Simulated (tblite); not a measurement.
# Geometry relaxation of C6H8Al (charge −1) (part 2 of 4)

C6H8Al, charge −1, SMILES [AlH3-][c]1ccccc1; GFN2-xTB geometry optimisation, gas phase (tblite 0.8.0). 

Geometry of the input (Å):
```
Al 2.7299  -0.2187  -0.0149
C  0.7593  -0.0526  -0.0296
C  0.1428  1.0928  -0.4720
C  -1.2673  1.2292  -0.4931
C  -2.0498  0.1568  0.0133
C  -1.4475  -1.0046  0.4634
C  -0.0453  -1.1023  0.4549
H  3.5969  1.0091  -0.5540
H  3.3981  -1.5525  0.5360
H  0.7112  1.9365  -0.8465
H  -1.7485  2.1228  -0.8476
H  -3.1448  0.2399  0.0058
H  -2.0591  -1.8269  0.8607
H  0.4205  -2.0317  0.8307
H  2.7070  -0.8748  -1.4650
```

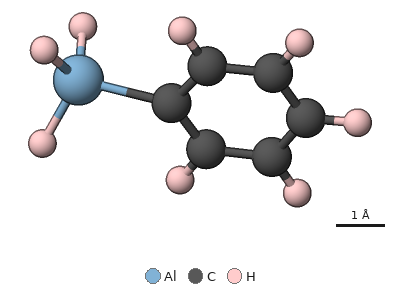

Figure 1. The geometry at step 26 of the log (ball-and-stick view, seen at a tilt).

## Trajectory as extended XYZ, continued
```
15
Properties=species:S:1:pos:R:3:forces:R:3 step=17 energy=-495.23963
Al    2.7570   -0.3620   -0.3355    0.0800  -0.0260  -0.0250
C     0.7728   -0.0407    0.0392   -0.1010   0.0940  -0.0490
C     0.1074    1.0973   -0.4323    0.0300   0.0040  -0.0300
C    -1.2720    1.2072   -0.4596   -0.0300   0.0820   0.0450
C    -2.0541    0.1637    0.0087   -0.0070  -0.0480  -0.0820
C    -1.4384   -0.9863    0.4779   -0.0850   0.0660   0.0540
C    -0.0577   -1.0697    0.4904   -0.0340  -0.0240  -0.0140
H     3.5594    1.0315   -0.3123   -0.0130   0.0520  -0.0160
H     3.3712   -1.3850    0.7447   -0.0270  -0.0370   0.0250
H     0.7120    1.9237   -0.7954   -0.0070  -0.0110  -0.0080
H    -1.7504    2.1080   -0.8446    0.0520  -0.0910   0.0550
H    -3.1371    0.2368   -0.0163    0.0160  -0.0030   0.0170
H    -2.0497   -1.8127    0.8342    0.0360   0.0320  -0.0040
H     0.4137   -1.9717    0.8612    0.0370  -0.0900   0.0280
H     2.7692   -1.0169   -1.8180    0.0530   0.0000   0.0020
15
Properties=species:S:1:pos:R:3:forces:R:3 step=18 energy=-495.24169
Al    2.7572   -0.3632   -0.3396    0.0480  -0.0280  -0.0340
C     0.7699   -0.0434    0.0328   -0.0410   0.0660  -0.0560
C     0.1065    1.0965   -0.4349    0.0250   0.0030  -0.0290
C    -1.2728    1.2067   -0.4604   -0.0110   0.0870   0.0700
C    -2.0547    0.1622    0.0054   -0.0050  -0.0320  -0.0820
C    -1.4395   -0.9867    0.4764   -0.0580   0.0640   0.0810
C    -0.0591   -1.0714    0.4889   -0.0120  -0.0120  -0.0200
H     3.5514    1.0328   -0.3128   -0.0010   0.0630  -0.0150
H     3.3605   -1.3837    0.7457   -0.0130  -0.0480   0.0350
H     0.7141    1.9234   -0.7925   -0.0230  -0.0100  -0.0160
H    -1.7501    2.1123   -0.8324    0.0310  -0.0720   0.0180
H    -3.1372    0.2351   -0.0200    0.0010   0.0010   0.0220
H    -2.0495   -1.8074    0.8438    0.0050  -0.0090  -0.0120
H     0.4158   -1.9698    0.8652    0.0140  -0.0820   0.0170
H     2.7908   -1.0203   -1.8234    0.0400   0.0090   0.0200
15
Properties=species:S:1:pos:R:3:forces:R:3 step=19 energy=-495.24314
Al    2.7583   -0.3645   -0.3429    0.0100  -0.0190  -0.0280
C     0.7672   -0.0447    0.0274    0.0200   0.0030  -0.0520
C     0.1058    1.0963   -0.4375    0.0110   0.0010  -0.0140
C    -1.2734    1.2075   -0.4596    0.0090   0.0480   0.0740
C    -2.0552    0.1609    0.0014   -0.0040  -0.0060  -0.0520
C    -1.4408   -0.9860    0.4767   -0.0120   0.0370   0.0800
C    -0.0604   -1.0729    0.4874    0.0140   0.0020  -0.0140
H     3.5457    1.0350   -0.3138    0.0060   0.0630  -0.0130
H     3.3526   -1.3841    0.7469   -0.0030  -0.0500   0.0390
H     0.7153    1.9230   -0.7910   -0.0270   0.0000  -0.0250
H    -1.7495    2.1144   -0.8233   -0.0030  -0.0210  -0.0180
H    -3.1373    0.2340   -0.0222   -0.0150   0.0050   0.0180
H    -2.0493   -1.8037    0.8505   -0.0210  -0.0340  -0.0140
H     0.4174   -1.9698    0.8682   -0.0180  -0.0430  -0.0050
H     2.8071   -1.0222   -1.8263    0.0330   0.0110   0.0240
15
Properties=species:S:1:pos:R:3:forces:R:3 step=20 energy=-495.24404
Al    2.7593   -0.3654   -0.3448   -0.0090  -0.0070  -0.0160
C     0.7658   -0.0454    0.0235    0.0520  -0.0470  -0.0440
C     0.1054    1.0962   -0.4393   -0.0020   0.0000   0.0020
C    -1.2736    1.2087   -0.4577    0.0170   0.0070   0.0570
C    -2.0555    0.1600   -0.0019   -0.0030   0.0100  -0.0050
C    -1.4418   -0.9849    0.4785    0.0250   0.0100   0.0570
C    -0.0610   -1.0738    0.4863    0.0200   0.0110  -0.0030
H     3.5427    1.0376   -0.3151    0.0070   0.0530  -0.0100
H     3.3483   -1.3858    0.7481    0.0000  -0.0440   0.0360
H     0.7154    1.9229   -0.7908   -0.0240   0.0110  -0.0310
H    -1.7491    2.1150   -0.8186   -0.0250   0.0210  -0.0370
H    -3.1375    0.2336   -0.0229   -0.0190   0.0080   0.0110
H    -2.0495   -1.8022    0.8539   -0.0300  -0.0350  -0.0140
H     0.4179   -1.9707    0.8696   -0.0390  -0.0060  -0.0230
H     2.8165   -1.0228   -1.8267    0.0310   0.0070   0.0180
15
Properties=species:S:1:pos:R:3:forces:R:3 step=21 energy=-495.24480
Al    2.7601   -0.3661   -0.3461   -0.0090   0.0020  -0.0030
C     0.7655   -0.0465    0.0195    0.0520  -0.0690  -0.0330
C     0.1054    1.0961   -0.4407   -0.0100  -0.0030   0.0150
C    -1.2736    1.2100   -0.4550    0.0130  -0.0210   0.0290
C    -2.0559    0.1593   -0.0045   -0.0010   0.0210   0.0460
C    -1.4423   -0.9836    0.4810    0.0370  -0.0130   0.0260
C    -0.0611   -1.0744    0.4853    0.0160   0.0140   0.0080
H     3.5408    1.0408   -0.3165    0.0030   0.0370  -0.0050
H     3.3451   -1.3883    0.7496    0.0000  -0.0320   0.0280
H     0.7150    1.9231   -0.7915   -0.0180   0.0150  -0.0330
H    -1.7492    2.1157   -0.8158   -0.0310   0.0380  -0.0400
H    -3.1381    0.2334   -0.0231   -0.0120   0.0090   0.0040
H    -2.0501   -1.8017    0.8561   -0.0210  -0.0200  -0.0160
H     0.4175   -1.9718    0.8701   -0.0480   0.0200  -0.0350
H     2.8241   -1.0230   -1.8262    0.0310   0.0030   0.0090
15
Properties=species:S:1:pos:R:3:forces:R:3 step=22 energy=-495.24548
Al    2.7607   -0.3666   -0.3473    0.0060   0.0070   0.0070
C     0.7661   -0.0486    0.0149    0.0250  -0.0570  -0.0210
C     0.1056    1.0958   -0.4416   -0.0100  -0.0050   0.0190
C    -1.2734    1.2112   -0.4522    0.0010  -0.0300  -0.0030
C    -2.0562    0.1588   -0.0058    0.0020   0.0270   0.0870
C    -1.4423   -0.9826    0.4839    0.0280  -0.0210  -0.0080
C    -0.0609   -1.0746    0.4846    0.0020   0.0110   0.0120
H     3.5390    1.0444   -0.3180   -0.0030   0.0190   0.0000
H     3.3422   -1.3911    0.7514   -0.0020  -0.0160   0.0180
H     0.7142    1.9234   -0.7927   -0.0150   0.0090  -0.0300
H    -1.7498    2.1168   -0.8140   -0.0190   0.0260  -0.0290
H    -3.1388    0.2334   -0.0232    0.0020   0.0070   0.0010
H    -2.0510   -1.8016    0.8576   -0.0040   0.0000  -0.0180
H     0.4163   -1.9727    0.8700   -0.0420   0.0260  -0.0380
H     2.8316   -1.0230   -1.8256    0.0300  -0.0020   0.0000
15
Properties=species:S:1:pos:R:3:forces:R:3 step=23 energy=-495.24602
Al    2.7613   -0.3670   -0.3482    0.0230   0.0070   0.0120
C     0.7669   -0.0511    0.0104   -0.0080  -0.0200  -0.0100
C     0.1058    1.0953   -0.4419   -0.0070  -0.0070   0.0120
C    -1.2734    1.2120   -0.4499   -0.0080  -0.0210  -0.0230
C    -2.0564    0.1588   -0.0052    0.0030   0.0290   0.1000
C    -1.4421   -0.9821    0.4861    0.0040  -0.0150  -0.0270
C    -0.0607   -1.0746    0.4842   -0.0110   0.0060   0.0070
H     3.5373    1.0476   -0.3191   -0.0080   0.0030   0.0050
H     3.3395   -1.3936    0.7533   -0.0040  -0.0020   0.0100
H     0.7132    1.9238   -0.7941   -0.0150  -0.0050  -0.0240
H    -1.7505    2.1181   -0.8128    0.0000  -0.0020  -0.0120
H    -3.1393    0.2335   -0.0233    0.0140   0.0050   0.0030
H    -2.0519   -1.8015    0.8588    0.0120   0.0130  -0.0170
H     0.4146   -1.9730    0.8694   -0.0250   0.0120  -0.0320
H     2.8389   -1.0233   -1.8254    0.0300  -0.0040  -0.0040
15
Properties=species:S:1:pos:R:3:forces:R:3 step=24 energy=-495.24650
Al    2.7622   -0.3672   -0.3491    0.0320   0.0040   0.0140
C     0.7674   -0.0537    0.0061   -0.0310   0.0210   0.0010
C     0.1058    1.0946   -0.4421   -0.0030  -0.0060  -0.0020
C    -1.2735    1.2123   -0.4484   -0.0120  -0.0040  -0.0270
C    -2.0565    0.1595   -0.0028    0.0020   0.0280   0.0840
C    -1.4418   -0.9819    0.4875   -0.0190   0.0010  -0.0300
C    -0.0607   -1.0745    0.4838   -0.0180   0.0000  -0.0040
H     3.5354    1.0505   -0.3198   -0.0110  -0.0070   0.0090
H     3.3368   -1.3956    0.7552   -0.0050   0.0100   0.0020
H     0.7121    1.9240   -0.7957   -0.0150  -0.0190  -0.0190
H    -1.7512    2.1193   -0.8117    0.0170  -0.0290   0.0030
H    -3.1395    0.2336   -0.0235    0.0180   0.0040   0.0120
H    -2.0524   -1.8011    0.8597    0.0200   0.0150  -0.0140
H     0.4128   -1.9730    0.8683   -0.0040  -0.0120  -0.0230
H     2.8464   -1.0236   -1.8255    0.0290  -0.0040  -0.0050
15
Properties=species:S:1:pos:R:3:forces:R:3 step=25 energy=-495.24696
Al    2.7636   -0.3675   -0.3498    0.0270   0.0020   0.0140
C     0.7675   -0.0560    0.0019   -0.0360   0.0490   0.0140
C     0.1055    1.0940   -0.4425    0.0000  -0.0050  -0.0180
C    -1.2737    1.2123   -0.4473   -0.0100   0.0110  -0.0180
C    -2.0566    0.1607    0.0011   -0.0020   0.0230   0.0470
C    -1.4418   -0.9817    0.4883   -0.0310   0.0160  -0.0200
C    -0.0611   -1.0744    0.4834   -0.0170  -0.0070  -0.0170
H     3.5331    1.0530   -0.3203   -0.0100  -0.0150   0.0130
H     3.3339   -1.3972    0.7572   -0.0030   0.0190  -0.0030
H     0.7107    1.9238   -0.7976   -0.0120  -0.0280  -0.0170
H    -1.7515    2.1200   -0.8104    0.0240  -0.0430   0.0100
H    -3.1394    0.2338   -0.0235    0.0110   0.0070   0.0240
H    -2.0526   -1.8004    0.8605    0.0190   0.0080  -0.0090
H     0.4109   -1.9732    0.8670    0.0130  -0.0330  -0.0170
H     2.8548   -1.0242   -1.8258    0.0290  -0.0040  -0.0030
15
Properties=species:S:1:pos:R:3:forces:R:3 step=26 energy=-495.24738
Al    2.7654   -0.3677   -0.3503    0.0070   0.0000   0.0130
C     0.7670   -0.0575   -0.0015   -0.0220   0.0500   0.0250
C     0.1051    1.0933   -0.4432    0.0000  -0.0040  -0.0280
C    -1.2741    1.2124   -0.4466   -0.0040   0.0170  -0.0020
C    -2.0567    0.1625    0.0056   -0.0070   0.0140   0.0040
C    -1.4422   -0.9813    0.4887   -0.0260   0.0220  -0.0030
C    -0.0617   -1.0745    0.4826   -0.0080  -0.0110  -0.0260
H     3.5309    1.0551   -0.3204   -0.0070  -0.0180   0.0160
H     3.3311   -1.3983    0.7590    0.0000   0.0250  -0.0050
H     0.7092    1.9231   -0.7997   -0.0050  -0.0270  -0.0190
H    -1.7515    2.1201   -0.8091    0.0190  -0.0340   0.0080
H    -3.1391    0.2341   -0.0230   -0.0040   0.0120   0.0370
H    -2.0525   -1.7997    0.8610    0.0090  -0.0030  -0.0020
H     0.4093   -1.9739    0.8652    0.0210  -0.0390  -0.0160
H     2.8631   -1.0247   -1.8261    0.0280  -0.0030   0.0000
15
Properties=species:S:1:pos:R:3:forces:R:3 step=28 energy=-495.24810
Al    2.7683   -0.3680   -0.3503   -0.0360   0.0020   0.0080
C     0.7656   -0.0579   -0.0049    0.0200  -0.0050   0.0280
C     0.1039    1.0923   -0.4459   -0.0030  -0.0030  -0.0190
C    -1.2747    1.2128   -0.4452    0.0050   0.0010   0.0180
C    -2.0574    0.1662    0.0128   -0.0110  -0.0120  -0.0460
C    -1.4435   -0.9797    0.4895    0.0120   0.0010   0.0190
C    -0.0631   -1.0752    0.4799    0.0100  -0.0120  -0.0180
H     3.5272    1.0576   -0.3196    0.0000  -0.0180   0.0200
H     3.3272   -1.3988    0.7617    0.0060   0.0270  -0.0030
H     0.7068    1.9207   -0.8049    0.0140  -0.0060  -0.0300
H    -1.7507    2.1188   -0.8074   -0.0110   0.0220  -0.0120
H    -3.1391    0.2357   -0.0195   -0.0280   0.0260   0.0530
H    -2.0519   -1.7989    0.8614   -0.0110  -0.0130   0.0050
H     0.4075   -1.9768    0.8608    0.0100  -0.0110  -0.0300
H     2.8774   -1.0255   -1.8262    0.0240   0.0010   0.0090
15
Properties=species:S:1:pos:R:3:forces:R:3 step=29 energy=-495.24861
Al    2.7694   -0.3681   -0.3498   -0.0490   0.0030   0.0000
C     0.7649   -0.0578   -0.0060    0.0320  -0.0430   0.0150
C     0.1031    1.0914   -0.4483   -0.0040  -0.0020  -0.0020
C    -1.2751    1.2133   -0.4438    0.0050  -0.0120   0.0150
C    -2.0583    0.1684    0.0166   -0.0090  -0.0260  -0.0520
C    -1.4444   -0.9785    0.4904    0.0310  -0.0190   0.0190
C    -0.0638   -1.0761    0.4774    0.0150  -0.0070  -0.0030
H     3.5249    1.0588   -0.3184    0.0040  -0.0150   0.0220
H     3.3250   -1.3984    0.7634    0.0090   0.0250   0.0000
H     0.7055    1.9186   -0.8095    0.0230   0.0060  -0.0340
H    -1.7504    2.1181   -0.8068   -0.0270   0.0520  -0.0220
H    -3.1400    0.2377   -0.0151   -0.0300   0.0310   0.0580
H    -2.0517   -1.7987    0.8615   -0.0170  -0.0100   0.0070
H     0.4066   -1.9795    0.8566   -0.0010   0.0130  -0.0390
H     2.8876   -1.0260   -1.8260    0.0180   0.0030   0.0160
15
Properties=species:S:1:pos:R:3:forces:R:3 step=30 energy=-495.24935
Al    2.7703   -0.3682   -0.3490   -0.0490   0.0030  -0.0120
C     0.7644   -0.0581   -0.0078    0.0310  -0.0740  -0.0130
C     0.1021    1.0899   -0.4520   -0.0040   0.0020   0.0200
C    -1.2757    1.2141   -0.4416    0.0010  -0.0240   0.0000
C    -2.0598    0.1710    0.0214   -0.0010  -0.0390  -0.0470
C    -1.4453   -0.9769    0.4922    0.0410  -0.0400   0.0080
C    -0.0646   -1.0775    0.4737    0.0120   0.0010   0.0190
H     3.5214    1.0603   -0.3161    0.0070  -0.0100   0.0250
H     3.3217   -1.3972    0.7661    0.0110   0.0220   0.0060
H     0.7038    1.9155   -0.8172    0.0280   0.0130  -0.0330
H    -1.7503    2.1180   -0.8061   -0.0360   0.0720  -0.0250
H    -3.1418    0.2413   -0.0074   -0.0170   0.0340   0.0610
H    -2.0517   -1.7987    0.8619   -0.0190  -0.0030   0.0090
H     0.4054   -1.9834    0.8494   -0.0110   0.0360  -0.0450
H     2.9034   -1.0267   -1.8253    0.0070   0.0070   0.0260
15
Properties=species:S:1:pos:R:3:forces:R:3 step=31 energy=-495.25024
Al    2.7705   -0.3682   -0.3482   -0.0300   0.0010  -0.0240
C     0.7640   -0.0595   -0.0107    0.0100  -0.0800  -0.0520
C     0.1011    1.0878   -0.4565   -0.0040   0.0080   0.0380
C    -1.2767    1.2150   -0.4389   -0.0040  -0.0260  -0.0240
C    -2.0617    0.1736    0.0267    0.0110  -0.0400  -0.0310
C    -1.4461   -0.9755    0.4945    0.0320  -0.0490  -0.0130
C    -0.0655   -1.0794    0.4691    0.0030   0.0090   0.0380
H     3.5170    1.0619   -0.3128    0.0080  -0.0030   0.0270
H     3.3175   -1.3951    0.7695    0.0120   0.0160   0.0140
H     0.7021    1.9116   -0.8276    0.0250   0.0080  -0.0230
H    -1.7507    2.1189   -0.8054   -0.0320   0.0640  -0.0150
H    -3.1444    0.2465    0.0037    0.0090   0.0300   0.0610
H    -2.0520   -1.7987    0.8628   -0.0170   0.0070   0.0100
H     0.4038   -1.9880    0.8397   -0.0130   0.0440  -0.0400
H     2.9243   -1.0275   -1.8238   -0.0090   0.0110   0.0360
15
Properties=species:S:1:pos:R:3:forces:R:3 step=32 energy=-495.25112
Al    2.7701   -0.3683   -0.3479    0.0010  -0.0030  -0.0300
C     0.7636   -0.0621   -0.0149   -0.0200  -0.0540  -0.0840
C     0.1001    1.0858   -0.4603   -0.0030   0.0120   0.0370
C    -1.2777    1.2158   -0.4368   -0.0090  -0.0160  -0.0450
C    -2.0633    0.1752    0.0312    0.0200  -0.0270  -0.0120
C    -1.4466   -0.9749    0.4965    0.0060  -0.0400  -0.0320
C    -0.0663   -1.0812    0.4651   -0.0090   0.0140   0.0390
H     3.5124    1.0632   -0.3092    0.0070   0.0050   0.0280
H     3.3134   -1.3927    0.7729    0.0100   0.0110   0.0200
H     0.7009    1.9078   -0.8380    0.0130  -0.0070  -0.0050
H    -1.7515    2.1209   -0.8046   -0.0160   0.0280   0.0040
H    -3.1466    0.2520    0.0157    0.0380   0.0200   0.0550
H    -2.0526   -1.7985    0.8641   -0.0110   0.0120   0.0130
H     0.4022   -1.9919    0.8296   -0.0050   0.0310  -0.0250
H     2.9451   -1.0279   -1.8214   -0.0240   0.0130   0.0370
15
Properties=species:S:1:pos:R:3:forces:R:3 step=33 energy=-495.25193
Al    2.7696   -0.3683   -0.3482    0.0280  -0.0040  -0.0230
C     0.7628   -0.0655   -0.0206   -0.0430  -0.0120  -0.0960
C     0.0993    1.0843   -0.4632   -0.0010   0.0100   0.0160
C    -1.2788    1.2163   -0.4358   -0.0080  -0.0010  -0.0520
C    -2.0641    0.1760    0.0345    0.0240  -0.0040   0.0030
C    -1.4469   -0.9752    0.4977   -0.0230  -0.0170  -0.0410
C    -0.0671   -1.0825    0.4622   -0.0170   0.0110   0.0190
H     3.5084    1.0642   -0.3055    0.0060   0.0120   0.0290
H     3.3097   -1.3902    0.7760    0.0080   0.0070   0.0250
H     0.7002    1.9044   -0.8468    0.0010  -0.0220   0.0130
H    -1.7525    2.1233   -0.8034    0.0030  -0.0160   0.0240
H    -3.1477    0.2572    0.0270    0.0540   0.0090   0.0450
H    -2.0535   -1.7982    0.8660   -0.0070   0.0120   0.0150
H     0.4009   -1.9947    0.8207    0.0090   0.0040  -0.0040
H     2.9631   -1.0279   -1.8183   -0.0350   0.0100   0.0290
15
Properties=species:S:1:pos:R:3:forces:R:3 step=34 energy=-495.25272
Al    2.7695   -0.3684   -0.3491    0.0420  -0.0030  -0.0060
C     0.7613   -0.0693   -0.0282   -0.0470   0.0230  -0.0860
C     0.0983    1.0831   -0.4657    0.0000   0.0020  -0.0200
C    -1.2798    1.2166   -0.4358   -0.0030   0.0120  -0.0430
C    -2.0644    0.1767    0.0374    0.0210   0.0170   0.0110
C    -1.4476   -0.9759    0.4981   -0.0390   0.0080  -0.0360
C    -0.0682   -1.0837    0.4598   -0.0170   0.0000  -0.0160
H     3.5046    1.0653   -0.3018    0.0050   0.0190   0.0280
H     3.3061   -1.3878    0.7792    0.0060   0.0050   0.0270
H     0.6998    1.9009   -0.8546   -0.0070  -0.0280   0.0250
H    -1.7535    2.1257   -0.8016    0.0150  -0.0480   0.0370
H    -3.1476    0.2620    0.0382    0.0510  -0.0010   0.0330
H    -2.0545   -1.7975    0.8683   -0.0050   0.0100   0.0160
H     0.3998   -1.9969    0.8125    0.0210  -0.0210   0.0150
H     2.9796   -1.0277   -1.8144   -0.0420   0.0040   0.0130
15
Properties=species:S:1:pos:R:3:forces:R:3 step=35 energy=-495.25349
Al    2.7702   -0.3686   -0.3501    0.0370   0.0020   0.0160
C     0.7590   -0.0733   -0.0378   -0.0300   0.0340  -0.0580
C     0.0970    1.0820   -0.4689    0.0010  -0.0120  -0.0580
C    -1.2808    1.2169   -0.4363    0.0050   0.0150  -0.0200
C    -2.0642    0.1779    0.0406    0.0120   0.0280   0.0140
C    -1.4487   -0.9764    0.4980   -0.0340   0.0220  -0.0180
C    -0.0697   -1.0850    0.4568   -0.0100  -0.0160  -0.0540
H     3.5006    1.0669   -0.2974    0.0050   0.0240   0.0270
H     3.3022   -1.3853    0.7830    0.0040   0.0040   0.0280
H     0.6991    1.8971   -0.8622   -0.0080  -0.0200   0.0290
H    -1.7544    2.1274   -0.7990    0.0140  -0.0530   0.0380
H    -3.1466    0.2669    0.0502    0.0300  -0.0050   0.0200
H    -2.0557   -1.7966    0.8710   -0.0070   0.0090   0.0170
H     0.3989   -1.9995    0.8044    0.0230  -0.0290   0.0260
H     2.9963   -1.0273   -1.8102   -0.0440  -0.0030  -0.0070
```
